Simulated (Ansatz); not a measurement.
# Molecular dynamics of CH₄ClGa (part 1 of 4)

The run: molecular dynamics of CH₄ClGa. Method and program: RKS r2SCAN-D4/def2-SVP (Ansatz 0.2.0).

It belongs to a series of runs on one base structure; here: dynamics from the highest image of the converged band. Figures and captions count atoms from 1; the log counts them from 0 in places.

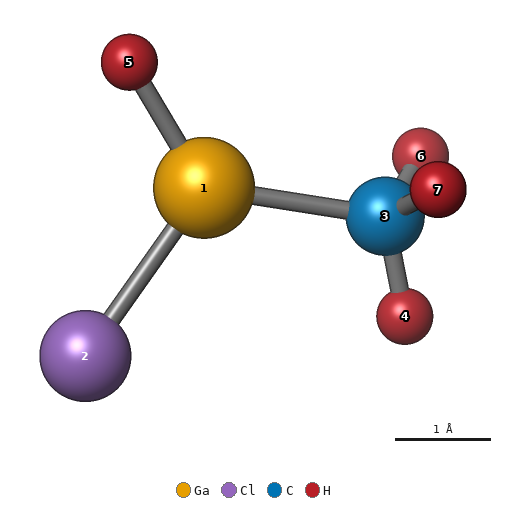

The structure as given in the input (ball-and-stick view, seen at a tilt; atoms are numbered from 1 in the order of the input). Sticks mark near contacts.

## Summary

```json
{"quantity": "outcome", "value": "finished"}
{"quantity": "mean temperature over the second half", "value": "149 K"}
{"quantity": "trajectory", "value": "200 steps, 100 fs"}
{"quantity": "ensemble", "value": "nve"}
{"quantity": "temperature in the input", "value": "300.0 K"}
{"quantity": "time step", "value": "0.5 fs"}
{"quantity": "potential energy (last step)", "value": "−65991.2101 eV"}
{"quantity": "mean-field energy (last step)", "value": "−65991.1811 eV"}
{"quantity": "largest force (length of the vector) (last step)", "value": "1.663 eV/Å"}
{"quantity": "hardware", "value": "2 threads of Intel Xeon (Sapphire Rapids), 64 GiB of memory available, shared host"}
{"quantity": "wall time", "value": "4.9 min (CPU time 9.2 min)"}
{"quantity": "peak memory", "value": "0.16 GiB"}
```

## Notes

So short a trajectory is not equilibrated.

## The input
```yaml
crystal:
  periodic: [false, false, false]
  atoms:
    - { symbol: Ga, position_ang: [0.514273, -0.229891, 0.832065] }
    - { symbol: Cl, position_ang: [1.921331, -1.82581, 0.420221] }
    - { symbol: C, position_ang: [-0.583308, 0.349446, -0.67081] }
    - { symbol: H, position_ang: [-0.419557, -0.28802, -1.551005] }
    - { symbol: H, position_ang: [0.553082, 0.276539, 2.303577] }
    - { symbol: H, position_ang: [-1.650989, 0.326939, -0.399462] }
    - { symbol: H, position_ang: [-0.334933, 1.390698, -0.934486] }
basis:
  gaussian: { orbitals: def2-SVP }
hamiltonian:
  xc: r2scan
  dispersion: d4
md:
  timestep: 0.5
  n_steps: 200
  ensemble: nve
  temperature: 300.0
  initial_velocities: maxwell_boltzmann
  seed: 10028
```

Run as:
```bash
ansatz run input.yaml --threads 2 --pin off --max-ram 3072MiB --backend cpu --events-out ev --progress --plain --runs-dir out
```

## The program's output
```
Engine: ansatz 0.2.0, x86_64-unknown-linux-gnu
Functional definition: r2SCAN
  parameter k0 = 0.174
  parameter k1 = 0.065
  parameter a1 = 4.9479
  exchange = r2scan_x(k0 = k0, k1 = k1, a1 = a1)
  correlation = r2scan_c
940 factors; their error is unknown
mean field evaluation 1: about -65984.7683 eV, gradient 5.4e1 eV
mean field evaluation 2: about -65976.4743 eV, gradient 7.6e1 eV
mean field evaluation 4: about -65991.3611 eV, gradient 2.0e0 eV
mean field evaluation 8: about -65991.3666 eV, gradient 4.8e-2 eV
mean field evaluation 16: about -65991.3231 eV, gradient 1.0e-5 eV
mean field -65991.32309405 eV, -2425.1363931811 hartree, gradient 1.0e-5 eV, S^2 0.000000; 0 other end points of the search recorded, 0 dependent functions left out
the calculation of the forces begins
reference -65991.32310427 eV, -2425.1363935565 hartree; 29, 29 occupied and 55, 55 virtual orbitals, 940 factors
md step     0: t =     0.00 fs  T =   300.0 K  F+E_penalty+E_count = -65991.35214505 eV  E_kin = 0.193890 eV  conserved = -65991.15825505 eV  (28 SCF iters)
these checks for a lower state are left out or cut short: starts, cluster_reference, orbital_swaps, neighbouring_geometries, increment
940 factors; their error is unknown
mean field -65991.32154753 eV, -2425.1363363475 hartree, gradient 1.6e-5 eV, S^2 0.000000; 0 other end points of the search recorded, 0 dependent functions left out
the calculation of the forces begins
reference -65991.32155775 eV, -2425.1363367230 hartree; 29, 29 occupied and 55, 55 virtual orbitals, 940 factors
md step     1: t =     0.50 fs  T =   297.6 K  F+E_penalty+E_count = -65991.35058295 eV  E_kin = 0.192339 eV  conserved = -65991.15824429 eV  (31 SCF iters)
[... from here on the SCF iterations and repeated set-up lines of each step are left out, up to the last step ...]
md step     2: t =     1.00 fs  T =   290.7 K  F+E_penalty+E_count = -65991.34609139 eV  E_kin = 0.187890 eV  conserved = -65991.15820180 eV  (31 SCF iters)
md step     3: t =     1.50 fs  T =   280.4 K  F+E_penalty+E_count = -65991.33936179 eV  E_kin = 0.181221 eV  conserved = -65991.15814057 eV  (29 SCF iters)
md step     4: t =     2.00 fs  T =   268.1 K  F+E_penalty+E_count = -65991.33137616 eV  E_kin = 0.173298 eV  conserved = -65991.15807840 eV  (30 SCF iters)
md step     5: t =     2.50 fs  T =   255.4 K  F+E_penalty+E_count = -65991.32312852 eV  E_kin = 0.165097 eV  conserved = -65991.15803177 eV  (29 SCF iters)
md step     6: t =     3.00 fs  T =   243.5 K  F+E_penalty+E_count = -65991.31536332 eV  E_kin = 0.157352 eV  conserved = -65991.15801141 eV  (30 SCF iters)
md step     7: t =     3.50 fs  T =   232.7 K  F+E_penalty+E_count = -65991.30840495 eV  E_kin = 0.150386 eV  conserved = -65991.15801902 eV  (30 SCF iters)
md step     8: t =     4.00 fs  T =   222.9 K  F+E_penalty+E_count = -65991.30212587 eV  E_kin = 0.144077 eV  conserved = -65991.15804892 eV  (30 SCF iters)
md step     9: t =     4.50 fs  T =   213.5 K  F+E_penalty+E_count = -65991.29604884 eV  E_kin = 0.137961 eV  conserved = -65991.15808768 eV  (30 SCF iters)
md step    10: t =     5.00 fs  T =   203.4 K  F+E_penalty+E_count = -65991.28955572 eV  E_kin = 0.131436 eV  conserved = -65991.15811988 eV  (30 SCF iters)
md step    11: t =     5.50 fs  T =   191.9 K  F+E_penalty+E_count = -65991.28213383 eV  E_kin = 0.124002 eV  conserved = -65991.15813168 eV  (30 SCF iters)
md step    12: t =     6.00 fs  T =   178.7 K  F+E_penalty+E_count = -65991.27359200 eV  E_kin = 0.115476 eV  conserved = -65991.15811573 eV  (28 SCF iters)
md step    13: t =     6.50 fs  T =   164.2 K  F+E_penalty+E_count = -65991.26417630 eV  E_kin = 0.106102 eV  conserved = -65991.15807381 eV  (29 SCF iters)
md step    14: t =     7.00 fs  T =   149.3 K  F+E_penalty+E_count = -65991.25454001 eV  E_kin = 0.096523 eV  conserved = -65991.15801742 eV  (30 SCF iters)
md step    15: t =     7.50 fs  T =   135.5 K  F+E_penalty+E_count = -65991.24556044 eV  E_kin = 0.087595 eV  conserved = -65991.15796520 eV  (30 SCF iters)
md step    16: t =     8.00 fs  T =   124.0 K  F+E_penalty+E_count = -65991.23804980 eV  E_kin = 0.080114 eV  conserved = -65991.15793572 eV  (30 SCF iters)
md step    17: t =     8.50 fs  T =   115.3 K  F+E_penalty+E_count = -65991.23246464 eV  E_kin = 0.074524 eV  conserved = -65991.15794038 eV  (29 SCF iters)
md step    18: t =     9.00 fs  T =   109.5 K  F+E_penalty+E_count = -65991.22873132 eV  E_kin = 0.070754 eV  conserved = -65991.15797768 eV  (28 SCF iters)
md step    19: t =     9.50 fs  T =   105.6 K  F+E_penalty+E_count = -65991.22626970 eV  E_kin = 0.068236 eV  conserved = -65991.15803333 eV  (31 SCF iters)
md step    20: t =    10.00 fs  T =   102.3 K  F+E_penalty+E_count = -65991.22421133 eV  E_kin = 0.066125 eV  conserved = -65991.15808673 eV  (30 SCF iters)
md step    21: t =    10.50 fs  T =    98.4 K  F+E_penalty+E_count = -65991.22172052 eV  E_kin = 0.063602 eV  conserved = -65991.15811887 eV  (30 SCF iters)
md step    22: t =    11.00 fs  T =    93.1 K  F+E_penalty+E_count = -65991.21828996 eV  E_kin = 0.060170 eV  conserved = -65991.15811961 eV  (30 SCF iters)
md step    23: t =    11.50 fs  T =    86.4 K  F+E_penalty+E_count = -65991.21390127 eV  E_kin = 0.055811 eV  conserved = -65991.15809035 eV  (31 SCF iters)
md step    24: t =    12.00 fs  T =    78.9 K  F+E_penalty+E_count = -65991.20900600 eV  E_kin = 0.050964 eV  conserved = -65991.15804243 eV  (31 SCF iters)
md step    25: t =    12.50 fs  T =    71.7 K  F+E_penalty+E_count = -65991.20435151 eV  E_kin = 0.046359 eV  conserved = -65991.15799226 eV  (30 SCF iters)
md step    26: t =    13.00 fs  T =    66.2 K  F+E_penalty+E_count = -65991.20072604 eV  E_kin = 0.042771 eV  conserved = -65991.15795524 eV  (23 SCF iters)
md step    27: t =    13.50 fs  T =    63.1 K  F+E_penalty+E_count = -65991.19871444 eV  E_kin = 0.040773 eV  conserved = -65991.15794140 eV  (23 SCF iters)
md step    28: t =    14.00 fs  T =    62.8 K  F+E_penalty+E_count = -65991.19853810 eV  E_kin = 0.040585 eV  conserved = -65991.15795290 eV  (23 SCF iters)
md step    29: t =    14.50 fs  T =    65.0 K  F+E_penalty+E_count = -65991.20001872 eV  E_kin = 0.042034 eV  conserved = -65991.15798431 eV  (30 SCF iters)
md step    30: t =    15.00 fs  T =    69.1 K  F+E_penalty+E_count = -65991.20266174 eV  E_kin = 0.044637 eV  conserved = -65991.15802486 eV  (31 SCF iters)
md step    31: t =    15.50 fs  T =    73.9 K  F+E_penalty+E_count = -65991.20582497 eV  E_kin = 0.047763 eV  conserved = -65991.15806189 eV  (30 SCF iters)
md step    32: t =    16.00 fs  T =    78.7 K  F+E_penalty+E_count = -65991.20891986 eV  E_kin = 0.050836 eV  conserved = -65991.15808383 eV  (30 SCF iters)
md step    33: t =    16.50 fs  T =    82.8 K  F+E_penalty+E_count = -65991.21159404 eV  E_kin = 0.053510 eV  conserved = -65991.15808370 eV  (29 SCF iters)
md step    34: t =    17.00 fs  T =    86.3 K  F+E_penalty+E_count = -65991.21384463 eV  E_kin = 0.055784 eV  conserved = -65991.15806055 eV  (30 SCF iters)
md step    35: t =    17.50 fs  T =    89.8 K  F+E_penalty+E_count = -65991.21602874 eV  E_kin = 0.058007 eV  conserved = -65991.15802141 eV  (30 SCF iters)
md step    36: t =    18.00 fs  T =    94.0 K  F+E_penalty+E_count = -65991.21875131 eV  E_kin = 0.060772 eV  conserved = -65991.15797980 eV  (29 SCF iters)
md step    37: t =    18.50 fs  T =   100.1 K  F+E_penalty+E_count = -65991.22265147 eV  E_kin = 0.064699 eV  conserved = -65991.15795218 eV  (30 SCF iters)
md step    38: t =    19.00 fs  T =   108.6 K  F+E_penalty+E_count = -65991.22814816 eV  E_kin = 0.070197 eV  conserved = -65991.15795150 eV  (29 SCF iters)
md step    39: t =    19.50 fs  T =   119.5 K  F+E_penalty+E_count = -65991.23524094 eV  E_kin = 0.077259 eV  conserved = -65991.15798169 eV  (30 SCF iters)
md step    40: t =    20.00 fs  T =   132.2 K  F+E_penalty+E_count = -65991.24345233 eV  E_kin = 0.085417 eV  conserved = -65991.15803521 eV  (31 SCF iters)
md step    41: t =    20.50 fs  T =   145.2 K  F+E_penalty+E_count = -65991.25194630 eV  E_kin = 0.093851 eV  conserved = -65991.15809565 eV  (30 SCF iters)
md step    42: t =    21.00 fs  T =   157.3 K  F+E_penalty+E_count = -65991.25978122 eV  E_kin = 0.101637 eV  conserved = -65991.15814462 eV  (30 SCF iters)
md step    43: t =    21.50 fs  T =   167.1 K  F+E_penalty+E_count = -65991.26619549 eV  E_kin = 0.108027 eV  conserved = -65991.15816843 eV  (31 SCF iters)
md step    44: t =    22.00 fs  T =   174.3 K  F+E_penalty+E_count = -65991.27081727 eV  E_kin = 0.112654 eV  conserved = -65991.15816322 eV  (30 SCF iters)
md step    45: t =    22.50 fs  T =   178.8 K  F+E_penalty+E_count = -65991.27372597 eV  E_kin = 0.115591 eV  conserved = -65991.15813545 eV  (29 SCF iters)
md step    46: t =    23.00 fs  T =   181.4 K  F+E_penalty+E_count = -65991.27535701 eV  E_kin = 0.117259 eV  conserved = -65991.15809801 eV  (29 SCF iters)
md step    47: t =    23.50 fs  T =   182.9 K  F+E_penalty+E_count = -65991.27630074 eV  E_kin = 0.118235 eV  conserved = -65991.15806552 eV  (29 SCF iters)
md step    48: t =    24.00 fs  T =   184.2 K  F+E_penalty+E_count = -65991.27707391 eV  E_kin = 0.119025 eV  conserved = -65991.15804903 eV  (30 SCF iters)
md step    49: t =    24.50 fs  T =   185.5 K  F+E_penalty+E_count = -65991.27794436 eV  E_kin = 0.119891 eV  conserved = -65991.15805321 eV  (29 SCF iters)
md step    50: t =    25.00 fs  T =   186.9 K  F+E_penalty+E_count = -65991.27885823 eV  E_kin = 0.120783 eV  conserved = -65991.15807499 eV  (29 SCF iters)
md step    51: t =    25.50 fs  T =   187.8 K  F+E_penalty+E_count = -65991.27948388 eV  E_kin = 0.121378 eV  conserved = -65991.15810559 eV  (28 SCF iters)
md step    52: t =    26.00 fs  T =   187.6 K  F+E_penalty+E_count = -65991.27934809 eV  E_kin = 0.121215 eV  conserved = -65991.15813353 eV  (30 SCF iters)
md step    53: t =    26.50 fs  T =   185.5 K  F+E_penalty+E_count = -65991.27801992 eV  E_kin = 0.119873 eV  conserved = -65991.15814738 eV  (30 SCF iters)
md step    54: t =    27.00 fs  T =   181.3 K  F+E_penalty+E_count = -65991.27529151 eV  E_kin = 0.117153 eV  conserved = -65991.15813882 eV  (30 SCF iters)
md step    55: t =    27.50 fs  T =   175.1 K  F+E_penalty+E_count = -65991.27130438 eV  E_kin = 0.113198 eV  conserved = -65991.15810621 eV  (31 SCF iters)
md step    56: t =    28.00 fs  T =   167.9 K  F+E_penalty+E_count = -65991.26657387 eV  E_kin = 0.108518 eV  conserved = -65991.15805594 eV  (31 SCF iters)
md step    57: t =    28.50 fs  T =   160.7 K  F+E_penalty+E_count = -65991.26188654 eV  E_kin = 0.103885 eV  conserved = -65991.15800194 eV  (30 SCF iters)
md step    58: t =    29.00 fs  T =   154.9 K  F+E_penalty+E_count = -65991.25808108 eV  E_kin = 0.100119 eV  conserved = -65991.15796236 eV  (29 SCF iters)
md step    59: t =    29.50 fs  T =   151.4 K  F+E_penalty+E_count = -65991.25577277 eV  E_kin = 0.097822 eV  conserved = -65991.15795101 eV  (29 SCF iters)
md step    60: t =    30.00 fs  T =   150.3 K  F+E_penalty+E_count = -65991.25513236 eV  E_kin = 0.097159 eV  conserved = -65991.15797298 eV  (30 SCF iters)
md step    61: t =    30.50 fs  T =   151.3 K  F+E_penalty+E_count = -65991.25581462 eV  E_kin = 0.097795 eV  conserved = -65991.15801999 eV  (30 SCF iters)
md step    62: t =    31.00 fs  T =   153.2 K  F+E_penalty+E_count = -65991.25708775 eV  E_kin = 0.099014 eV  conserved = -65991.15807399 eV  (30 SCF iters)
md step    63: t =    31.50 fs  T =   154.7 K  F+E_penalty+E_count = -65991.25811437 eV  E_kin = 0.100000 eV  conserved = -65991.15811445 eV  (30 SCF iters)
md step    64: t =    32.00 fs  T =   154.9 K  F+E_penalty+E_count = -65991.25826684 eV  E_kin = 0.100140 eV  conserved = -65991.15812710 eV  (31 SCF iters)
md step    65: t =    32.50 fs  T =   153.5 K  F+E_penalty+E_count = -65991.25734547 eV  E_kin = 0.099235 eV  conserved = -65991.15811002 eV  (30 SCF iters)
md step    66: t =    33.00 fs  T =   150.9 K  F+E_penalty+E_count = -65991.25561421 eV  E_kin = 0.097542 eV  conserved = -65991.15807257 eV  (30 SCF iters)
md step    67: t =    33.50 fs  T =   148.0 K  F+E_penalty+E_count = -65991.25365642 eV  E_kin = 0.095625 eV  conserved = -65991.15803120 eV  (31 SCF iters)
md step    68: t =    34.00 fs  T =   145.6 K  F+E_penalty+E_count = -65991.25212014 eV  E_kin = 0.094118 eV  conserved = -65991.15800227 eV  (30 SCF iters)
md step    69: t =    34.50 fs  T =   144.6 K  F+E_penalty+E_count = -65991.25146130 eV  E_kin = 0.093465 eV  conserved = -65991.15799611 eV  (31 SCF iters)
md step    70: t =    35.00 fs  T =   145.1 K  F+E_penalty+E_count = -65991.25177961 eV  E_kin = 0.093766 eV  conserved = -65991.15801374 eV  (29 SCF iters)
md step    71: t =    35.50 fs  T =   146.6 K  F+E_penalty+E_count = -65991.25279727 eV  E_kin = 0.094749 eV  conserved = -65991.15804857 eV  (30 SCF iters)
md step    72: t =    36.00 fs  T =   148.4 K  F+E_penalty+E_count = -65991.25396787 eV  E_kin = 0.095880 eV  conserved = -65991.15808806 eV  (30 SCF iters)
md step    73: t =    36.50 fs  T =   149.4 K  F+E_penalty+E_count = -65991.25467004 eV  E_kin = 0.096551 eV  conserved = -65991.15811906 eV  (31 SCF iters)
md step    74: t =    37.00 fs  T =   149.0 K  F+E_penalty+E_count = -65991.25441608 eV  E_kin = 0.096285 eV  conserved = -65991.15813110 eV  (31 SCF iters)
md step    75: t =    37.50 fs  T =   146.8 K  F+E_penalty+E_count = -65991.25301868 eV  E_kin = 0.094900 eV  conserved = -65991.15811901 eV  (30 SCF iters)
md step    76: t =    38.00 fs  T =   143.3 K  F+E_penalty+E_count = -65991.25067225 eV  E_kin = 0.092588 eV  conserved = -65991.15808459 eV  (30 SCF iters)
md step    77: t =    38.50 fs  T =   139.1 K  F+E_penalty+E_count = -65991.24792278 eV  E_kin = 0.089886 eV  conserved = -65991.15803688 eV  (31 SCF iters)
md step    78: t =    39.00 fs  T =   135.4 K  F+E_penalty+E_count = -65991.24552249 eV  E_kin = 0.087532 eV  conserved = -65991.15799058 eV  (28 SCF iters)
md step    79: t =    39.50 fs  T =   133.4 K  F+E_penalty+E_count = -65991.24419827 eV  E_kin = 0.086237 eV  conserved = -65991.15796148 eV  (30 SCF iters)
md step    80: t =    40.00 fs  T =   133.8 K  F+E_penalty+E_count = -65991.24440368 eV  E_kin = 0.086443 eV  conserved = -65991.15796085 eV  (30 SCF iters)
md step    81: t =    40.50 fs  T =   136.4 K  F+E_penalty+E_count = -65991.24614632 eV  E_kin = 0.088156 eV  conserved = -65991.15798996 eV  (31 SCF iters)
md step    82: t =    41.00 fs  T =   140.7 K  F+E_penalty+E_count = -65991.24897080 eV  E_kin = 0.090932 eV  conserved = -65991.15803874 eV  (30 SCF iters)
md step    83: t =    41.50 fs  T =   145.5 K  F+E_penalty+E_count = -65991.25211688 eV  E_kin = 0.094027 eV  conserved = -65991.15808938 eV  (31 SCF iters)
md step    84: t =    42.00 fs  T =   149.6 K  F+E_penalty+E_count = -65991.25479695 eV  E_kin = 0.096673 eV  conserved = -65991.15812349 eV  (30 SCF iters)
md step    85: t =    42.50 fs  T =   152.2 K  F+E_penalty+E_count = -65991.25648226 eV  E_kin = 0.098353 eV  conserved = -65991.15812952 eV  (30 SCF iters)
md step    86: t =    43.00 fs  T =   153.1 K  F+E_penalty+E_count = -65991.25708370 eV  E_kin = 0.098977 eV  conserved = -65991.15810673 eV  (30 SCF iters)
md step    87: t =    43.50 fs  T =   153.0 K  F+E_penalty+E_count = -65991.25696057 eV  E_kin = 0.098895 eV  conserved = -65991.15806559 eV  (31 SCF iters)
md step    88: t =    44.00 fs  T =   152.8 K  F+E_penalty+E_count = -65991.25675876 eV  E_kin = 0.098736 eV  conserved = -65991.15802309 eV  (30 SCF iters)
md step    89: t =    44.50 fs  T =   153.4 K  F+E_penalty+E_count = -65991.25714788 eV  E_kin = 0.099152 eV  conserved = -65991.15799588 eV  (30 SCF iters)
md step    90: t =    45.00 fs  T =   155.6 K  F+E_penalty+E_count = -65991.25856104 eV  E_kin = 0.100567 eV  conserved = -65991.15799408 eV  (30 SCF iters)
md step    91: t =    45.50 fs  T =   159.4 K  F+E_penalty+E_count = -65991.26103382 eV  E_kin = 0.103016 eV  conserved = -65991.15801822 eV  (29 SCF iters)
md step    92: t =    46.00 fs  T =   164.2 K  F+E_penalty+E_count = -65991.26419267 eV  E_kin = 0.106133 eV  conserved = -65991.15805982 eV  (31 SCF iters)
md step    93: t =    46.50 fs  T =   169.1 K  F+E_penalty+E_count = -65991.26738418 eV  E_kin = 0.109279 eV  conserved = -65991.15810528 eV  (30 SCF iters)
md step    94: t =    47.00 fs  T =   172.9 K  F+E_penalty+E_count = -65991.26988790 eV  E_kin = 0.111748 eV  conserved = -65991.15814038 eV  (31 SCF iters)
md step    95: t =    47.50 fs  T =   174.8 K  F+E_penalty+E_count = -65991.27113923 eV  E_kin = 0.112985 eV  conserved = -65991.15815464 eV  (30 SCF iters)
md step    96: t =    48.00 fs  T =   174.5 K  F+E_penalty+E_count = -65991.27089725 eV  E_kin = 0.112753 eV  conserved = -65991.15814408 eV  (29 SCF iters)
md step    97: t =    48.50 fs  T =   172.1 K  F+E_penalty+E_count = -65991.26931449 eV  E_kin = 0.111203 eV  conserved = -65991.15811121 eV  (28 SCF iters)
md step    98: t =    49.00 fs  T =   168.4 K  F+E_penalty+E_count = -65991.26689455 eV  E_kin = 0.108829 eV  conserved = -65991.15806550 eV  (30 SCF iters)
md step    99: t =    49.50 fs  T =   164.5 K  F+E_penalty+E_count = -65991.26434206 eV  E_kin = 0.106321 eV  conserved = -65991.15802095 eV  (30 SCF iters)
md step   100: t =    50.00 fs  T =   161.5 K  F+E_penalty+E_count = -65991.26234305 eV  E_kin = 0.104351 eV  conserved = -65991.15799181 eV  (30 SCF iters)
md step   101: t =    50.50 fs  T =   159.9 K  F+E_penalty+E_count = -65991.26134231 eV  E_kin = 0.103354 eV  conserved = -65991.15798787 eV  (30 SCF iters)
```
